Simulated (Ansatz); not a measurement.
# C₃H₁₀O₂Si: ionisation energy by level of theory

How much energy removes an electron from C₃H₁₀O₂Si at fixed geometry? The cation is run at each level and the neutral's energy taken from earlier runs.

Program: Ansatz 0.2.0, Gaussian basis. Level of theory: unrestricted cation, the program's frozen cores in correlated methods. These are calculated values, not measurements.

Levels to be run: UKS PBE-D4/def2-TZVPP; UKS r2SCAN-D4/def2-TZVPP; UKS PBE0-D4/def2-TZVPP; UKS B3LYP-D4/def2-TZVPP; UKS wB97X-V/def2-TZVPP; UKS wB97M-V/def2-TZVPP; UKS B2PLYP/def2-TZVPP; UHF-CCSD(T)/def2-TZVPP; UHF-MP2/def2-QZVPP; extrapolation to the limit; then −ε(HOMO) from the neutral's earlier runs with LDA (SPW92), PBE-D4, revPBE-D4, BLYP-D4, r2SCAN-D4, B97M-V, PBE0-D4, B3LYP-D4, r2SCANh-D4, r2SCAN0-D4, HSE06-D4, BHLYP-D4, CAM-B3LYP-D4, LC-ωPBE, ωB97X-V, ωB97M-V.

## Step 1: The relaxed structure

All runs share one geometry, relaxed beforehand with PBE0-D4 in a triple-zeta def2 set.

16 atoms, charge 0, spin multiplicity 1.

Atoms are counted from 1 here; the program's logs count them from 0.

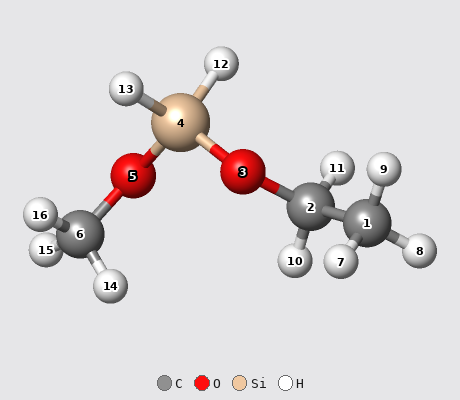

The structure; carbon grey, oxygen red, silicon light orange, hydrogen white; atoms are numbered from 1 in the order of the file.

## Step 2: Cation, UKS PBE-D4/def2-TZVPP

in.yaml reads:

```yaml
crystal:
  periodic: [false, false, false]
  atoms:
    - {symbol: C, position_ang: [0.455870, -2.704744, 0.142656]}
    - {symbol: C, position_ang: [0.471294, -1.306879, -0.422579]}
    - {symbol: O, position_ang: [0.377367, -0.368832, 0.634852]}
    - {symbol: Si, position_ang: [0.802290, 1.204236, 0.492216]}
    - {symbol: O, position_ang: [-0.165836, 2.057290, -0.514622]}
    - {symbol: C, position_ang: [-1.524735, 2.319030, -0.248311]}
    - {symbol: H, position_ang: [-0.461329, -2.877132, 0.709194]}
    - {symbol: H, position_ang: [0.509758, -3.441382, -0.662563]}
    - {symbol: H, position_ang: [1.305157, -2.858533, 0.811161]}
    - {symbol: H, position_ang: [-0.369744, -1.164154, -1.111569]}
    - {symbol: H, position_ang: [1.393086, -1.137787, -0.995642]}
    - {symbol: H, position_ang: [2.152959, 1.324032, -0.107226]}
    - {symbol: H, position_ang: [0.709892, 1.739722, 1.871918]}
    - {symbol: H, position_ang: [-2.139437, 1.428596, -0.415702]}
    - {symbol: H, position_ang: [-1.862297, 3.107519, -0.923175]}
    - {symbol: H, position_ang: [-1.677293, 2.656419, 0.783791]}
basis:
  gaussian: {orbitals: def2-TZVPP}
total_charge: 1
magnetization: {spin_polarized: true, initial_magnetization: 1}
hamiltonian: {xc: pbe, dispersion: d4}
```

Further steps of the session: Cation, UKS r2SCAN-D4/def2-TZVPP; Cation, UKS PBE0-D4/def2-TZVPP; Cation, UKS B3LYP-D4/def2-TZVPP; Cation, UKS wB97X-V/def2-TZVPP; Cation, UKS wB97M-V/def2-TZVPP; Cation, UKS B2PLYP (frozen core)/def2-TZVPP; Cation, UHF-CCSD(T)/def2-TZVPP; Cation, UHF-MP2/def2-QZVPP.

Before running them: what should the planned runs give, taken together? Wanted: ionisation energy, CCSD(T)/CBS; nearest functional by difference; nearest −ε(HOMO); −ε(HOMO) of PBE; T1 of the cation.

As calculated:

| quantity | value |
| --- | --- |
| ionisation energy, CCSD(T)/CBS | 10.84 eV |
| nearest functional by difference | ωB97X-V (-0.34 eV) |
| nearest −ε(HOMO) | LC-ωPBE (+0.13 eV) |
| −ε(HOMO) of PBE | 6.63 eV |
| T1 of the cation | 0.042 |

By cation minus neutral, the functionals miss by 1.29 eV at most. −ε(HOMO) of PBE misses by 4.2 eV, since self-interaction lifts the level. Among orbital estimates LC-ωPBE comes nearest. Hartree-Fock falls 1.27 eV short, as the neutral has more correlation energy than the cation. The cation's T1 (from the report) is 0.042, near the customary mark of 0.045 for open shells, so the coupled-cluster value is less safe. The cation may have settled in a state other than its lowest; no search over hole states beyond the program's own was made.
